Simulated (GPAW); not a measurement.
## CaC2 (I4/mmm): one start, several treatments of the self-energy

How much does the gap of CaC2 (I4/mmm) depend on the approximation to the self-energy?

Method: LDA and many-body steps on it, plane waves, in GPAW 26.7.0.

## Step 1: Starting point

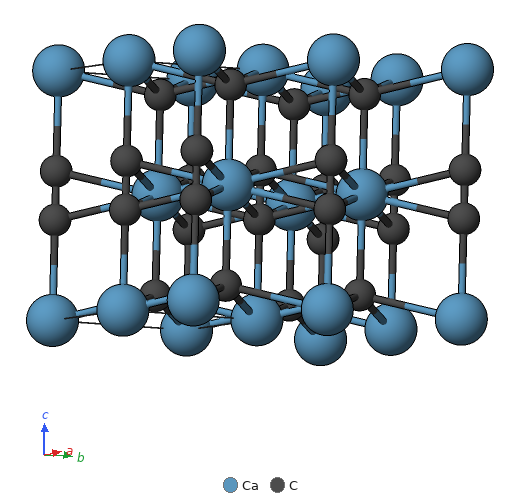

The starting structure, seen from a free direction (calcium blue, carbon dark grey). 2×2×1 cells are drawn. This picture shows the conventional cell, with its axes. Some periodic images of atoms are drawn too.

Coordinates:

```cif
data_structure
_symmetry_space_group_name_H-M 'I4/mmm'
_symmetry_Int_Tables_number 139
_cell_length_a 3.8686
_cell_length_b 3.8686
_cell_length_c 6.4042
_cell_angle_alpha 90.000
_cell_angle_beta 90.000
_cell_angle_gamma 90.000
_cell_volume 95.85
loop_
_atom_site_label
_atom_site_type_symbol
_atom_site_symmetry_multiplicity
_atom_site_Wyckoff_symbol
_atom_site_fract_x
_atom_site_fract_y
_atom_site_fract_z
_atom_site_occupancy
Ca1 Ca 2 a 0.00000 0.00000 0.00000 1
C1 C 4 e 0.50000 0.50000 0.09789 1
```

The cell and positions are those that the Materials Project relaxed with its own functionals (PBE, PBE+U or r2SCAN), kept fixed.

## Step 2: Empty states on the mesh, 4×4×4 mesh, 317 bands

This step: GPAW 26.7.0; DFT, LDA, plane waves, PAW.

The sums over transitions need many empty states on a uniform mesh; this step solves for them.

run.py reads:

```python
import json
import numpy as np
from gpaw.mpi import world
from gpaw import GPAW

calc = GPAW('gs.gpw').fixed_density(kpts={'size': (4, 4, 4), 'gamma': True},
    parallel={'domain': 1, 'band': 1},
    txt='nscf.txt')
calc.diagonalize_full_hamiltonian(nbands=317)
calc.write('full.gpw', mode='all')
res = {}
kpts = calc.get_ibz_k_points()
res['kpts'] = kpts
res['eigenvalues'] = [calc.get_eigenvalues(kpt=k) for k in range(len(kpts))]
res['n_electrons'] = calc.get_number_of_electrons()

if world.rank == 0:
    with open('result.json', 'w') as f:
        json.dump(res, f, default=lambda x: x.tolist())
```

Started as:

```console
mpirun -n 4 gpaw python run.py
```

Numbers of over 12 decimals in the logs are rounded to 6 here.

The log of the run:

```text
Diagonalizing LCAO Hamiltonian
Converting LCAO to pw mode
convergence criteria:
- Maximum integral of absolute [eigenst]ate change: 4e-08 eV^2 / valence electron
maximum number of iterations: 100

SCF iterations
|iter     |     time |      energy | eigst |  dens |
|iter:   1|  |             | +1.55 |       |
|iter:   2|  |             | +0.60 |       |
|iter:   3|  |             | +0.03 |       |
[...]
|iter:  28|  |             | -6.93 |       |
|iter:  29|  |             | -7.16 |       |
|iter:  30|  |             | -7.43c|       |
SCF steps: 30
  __  _  _
 | _ |_)|_||  |
 |__||  | ||/\| - 26.7.0

Input parameters:
  mode=PW(ecut=600.0),
  convergence={'density': 1e-06, 'bands': -3},
  gpts=array([24, 24, 24]),
  kpts=MonkhorstPack(size=(4, 4, 4), gamma=True),
  maxiter=100,
  nbands=16,
  occupations=Occupations(name='fermi-dirac', width=0.001, fixmagmom=False),
  parallel={'domain': 1, 'band': 1},
  xc=XC(name='LDA')
Matrix size: 1621x1621
# Writing to full.gpw (mode='all')
  [... matrices ...]

timing:  # [seconds]
  Total: 23.290  # ━━━━━━━━━━━━━━━━━━━━━━━━━━━━━━━━━━━━━━━━━━━━━━━━━━━━━━━━━━
```

Wall time 31 s (4 MPI ranks of Arm Neoverse V1, shared host); peak memory 1.5 GiB.

This step gave:

```
gap                                                           : 1.189 eV
k of the valence top                                          : 0.5, 0.5, 0.5
k of the conduction bottom                                    : 0.5, 0.5, 0
least direct gap                                              : 2.249 eV
k points computed                                             : 13
lowest point of the top converged band, above the valence top : 184.0819 eV
```

On this mesh the gap is 1.189 eV.

## Step 3: G0W0, Godby-Needs plasmon pole

Now the one-shot GW correction: screening in the RPA, then the self-energy of the levels asked for.

This step: G0W0 on LDA, plane waves, PAW.

run.py reads:

```python
import json
import numpy as np
from gpaw.mpi import world
from gpaw.response.g0w0 import G0W0

gw = G0W0('full.gpw',
    filename='gw',
    kpts=[0, 10, 12],
    bands=(7, 11),
    ecut=120,
    nbands=143,
    integrate_gamma='WS',
    ppa=True)
gw.calculate()
res = {mode: {k: v for k, v in r.items() if k != 'sigma_eskwn'}
       for mode, r in gw.all_results.items()}

if world.rank == 0:
    with open('result.json', 'w') as f:
        json.dump(res, f, default=lambda x: x.tolist())
```

Started as:

```console
mpirun -n 4 gpaw python run.py
```

The log of the run:

```text
Using integrator: PointIntegrator
FrequencyGridDescriptor(from 0.000+0.000j to 0.000+27.211j eV, 2 points)
Nonperiodic BCs:  [False False False]
Using integrator: PointIntegrator
FrequencyGridDescriptor(from 0.000+0.000j to 0.000+27.211j eV, 2 points)
Nonperiodic BCs:  [False False False]
  ___  _ _ _
 |   || | | |
 | | || | | |
 |__ ||_____|
 |___|

BZ k-points: Symmetries present (total): 16

  [... matrices ...]
64 k-points: 4 x 4 x 4 Monkhorst-Pack grid + [1/8,1/8,1/8]
13 k-points in the irreducible part of the Brillouin zone
       k-points in crystal coordinates                weights
   0:     0.00000000    0.00000000    0.00000000          1/64
   1:     0.25000000   -0.25000000    0.00000000          4/64
   2:     0.25000000   -0.25000000    0.25000000          4/64
   3:     0.25000000    0.00000000    0.00000000          8/64
   4:     0.25000000    0.25000000   -0.25000000          2/64
   5:     0.25000000    0.25000000    0.25000000          2/64
   6:     0.50000000    0.00000000    0.25000000          8/64
   7:     0.50000000    0.00000000    0.50000000          4/64
   8:     0.50000000    0.25000000    0.25000000         16/64
   9:     0.50000000    0.25000000    0.50000000          8/64
          ...
  12:     0.50000000    0.50000000    0.50000000          1/64

Distributing spins, k-points and bands (1 x 3 x 4) over 4 processes
Number of blocks: 1

Quasi particle states:
k-points (IBZ indices): [0, 10, 12]
Band range: (7, 11)
  [... matrices ...]
Computational parameters:
Plane wave cut-off: 120 eV
Number of bands: 143
Coulomb cutoff: None
Broadening: 0.1 eV

fxc modes: GW
Kernel: RPA
Using Godby-Needs plasmon-pole approximation:
  Fitting energy: i*E0, E0 = 1.000 Hartree
Summing all q:

Calculating screened Coulomb potential
No Coulomb truncation
FrequencyGridDescriptor(from 0.000+0.000j to 0.000+27.211j eV, 2 points)
Removing empty qpoint cache files...

Calculating chi0 body with:
    Ground state adapter containing:
    Number of spins: 1
    Number of kpoints: 64
    Number of irreducible kpoints: 13
    Number of completely occupied states: 9
    Number of partially occupied states: 9
    Occupied states memory: 1.8984375 M / cpu

    Linear response parametrization:
    q_c: [0.0, 0.0, 0.0]
    Number of frequency points: 2
    Planewave cutoff: 120.0
    Number of bands: 143
    Number of planewaves: 145
    Broadening (eta): 1e-06
    comm.size: 4
    kncomm.size: 4
    blockcomm.size: 1

    Memory estimate of potentially large arrays:
        chi0_wGG: 0.641632 M / cpu
Integrating chi0 body.

Symmetries of q_c:
    Direct symmetries (Uq -> q): 16
    Indirect symmetries (TUq -> q): 0
In total 16 allowed symmetries.

  [... matrices ...]
13 groups of equivalent kpoints. 79.6875% reduction.

Integral kind: response function
Integrating chi0 head and wings.

Symmetries of q_c:
    Direct symmetries (Uq -> q): 16
    Indirect symmetries (TUq -> q): 0
In total 16 allowed symmetries.

  [... matrices ...]
13 groups of equivalent kpoints. 79.6875% reduction.

Integral kind: response function wings

Calculating chi0 body with:
    Ground state adapter containing:
    Number of spins: 1
    Number of kpoints: 64
    Number of irreducible kpoints: 13
    Number of completely occupied states: 9
    Number of partially occupied states: 9
    Occupied states memory: 1.8984375 M / cpu

    Linear response parametrization:
[... the further q-points ...]

Results:
f:      Occupation numbers
eps:     KS-eigenvalues [eV]
vxc:     KS vxc [eV]
exx:     Exact exchange [eV]
sigma:   Self-energies [eV]
dsigma:  Self-energy derivatives
Z:       Renormalization factors
qp:      QP-energies [eV]

k-point 0 (0): (0.000, 0.000, 0.000)                GW
band       f     eps     vxc     exx   sigma  dsigma       Z      qp
                                                                   GW
   7   1.000   1.950 -14.796 -17.375   1.510  -0.274   0.785   1.111
   8   1.000   1.950 -14.796 -17.375   1.510  -0.274   0.785   1.111
   9   0.000   6.061 -13.003  -7.155  -3.838  -0.229   0.814   7.696
  10   0.000   6.061 -13.003  -7.155  -3.838  -0.229   0.814   7.696

k-point 1 (10): (0.500, 0.500, 0.000)                GW
band       f     eps     vxc     exx   sigma  dsigma       Z      qp
                                                                   GW
   7   1.000   1.336 -14.344 -17.223   1.693  -0.273   0.786   0.404
   8   1.000   1.869 -14.951 -19.077   3.062  -0.292   0.774   1.045
[...]
k-point 2 (12): (0.500, 0.500, 0.500)                GW
band       f     eps     vxc     exx   sigma  dsigma       Z      qp
                                                                   GW
[...]
8   1.000   2.929 -15.880 -19.554   2.825  -0.287   0.777   2.270
   9   0.000   6.040 -11.676  -5.656  -4.035  -0.197   0.835   7.698
  10   0.000   8.677 -11.728  -6.265  -4.171  -0.203   0.831   9.751
```

Run time: 71 s. Hardware: 4 MPI ranks; peak memory 1.2 GiB; 4.7 min of CPU time.

This step gave:

```
G0W0 gap on the points computed              : 3.074 eV
least direct G0W0 gap on the computed points : 4.299 eV
Z at the valence top                         : 0.7770
Z at the conduction bottom                   : 0.8223
starting gap on the mesh                     : 1.189 eV
k of the valence top                         : 0.5, 0.5, 0.5
k of the conduction bottom                   : 0.5, 0.5, 0
```

The gap on the mesh goes from 1.19 eV to 3.07 eV, a correction of +1.89 eV.

## Step 4: One-shot HSE06

This step: one-shot HSE06 levels on LDA orbitals, plane waves, PAW.

run.py reads:

```python
import json
import numpy as np
from gpaw.mpi import world
from gpaw.hybrids.eigenvalues import non_self_consistent_eigenvalues

dft, vxc, vxc_hyb = non_self_consistent_eigenvalues('full.gpw', 'HSE06', 7, 11, kpt_indices=[0, 10, 12])
res = {'dft': dft[0], 'hybrid': (dft - vxc + vxc_hyb)[0]}
if world.rank == 0:
    with open('hybrid.txt', 'w') as f:
        for k, e0, e1 in zip([0, 10, 12], res['dft'], res['hybrid']):
            print(k, ' '.join(f'{x:9.4f}' for x in e0), '|', ' '.join(f'{x:9.4f}' for x in e1), file=f)

if world.rank == 0:
    with open('result.json', 'w') as f:
        json.dump(res, f, default=lambda x: x.tolist())
```

Started as:

```console
mpirun -n 4 gpaw python run.py
```

The log of the run:

```text
IBZ(<points: 13, symmetries: 16>)
Occupied bands: 9
Transforming wave functions from IBZ to BZ: 0.030 seconds
Distributing wave functions and iFFT-ing to real space: 0.156 seconds
Calculating eigenvalues:
  k-points: 3
  Bands: 7-10 (inclusive)
  Seconds: 0.818 (wave-function broadcasting: 0.013 seconds)
HSE06-eigenvalue shifts:
  min: -0.816 eV
  ave: 0.222 eV
  max: 1.416 eV
```

Elapsed: 4 s, on 4 MPI ranks; peak memory 0.43 GiB; 16 s of CPU time.

This step gave:

| Quantity | Value |
| --- | --- |
| starting gap on the mesh | 1.189 eV |
| hybrid gap on the mesh | 2.679 eV |
| least direct hybrid gap on the computed points | 3.824 eV |

(Part 1 of 2 ends here.)

[Paths, hosts, dates, memory and timing lines, banners, echoed tables and standing remarks are left out of the program output.]

[Logs are printed without paths, hosts, clocks, repeated set-up lines and the standing remarks that a program may print on its own settings, such as how far it seeks lower states.]

[Runs of the session that timed out or met a known fault of the program may be left out.]

[Hosts, paths, dates, database ids (printed as entryN), source tags and the programs' standing remarks are cut or masked in the printed files.]
